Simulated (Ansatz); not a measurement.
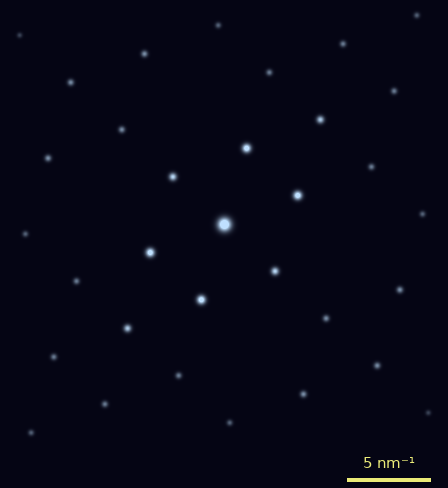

Kinematic zone-axis pattern, calculated for 200 keV electrons with B = 0.5 Å².

**Describe the geometry of this pattern.**

The spots form a centred rectangular net whose two shortest vectors correspond to d = 2.39 Å and 2.10 Å, 63.9° apart.

**What is the point symmetry of the pattern, intensities included?**

2mm.

**What was simulated?**

This cannot be fixed from one zone alone; the pattern is [101] of Tc, space group P6_3/mmc (No. 194), a = 2.76 Å, c = 4.40 Å (hexagonal axes). The net vectors are 0 1 0 and 1 0 -1. Structure: coordinates from a relaxation at fixed volume with Ansatz 0.2.0, DFT PBE, spin-orbit coupling, plane waves, PAW.
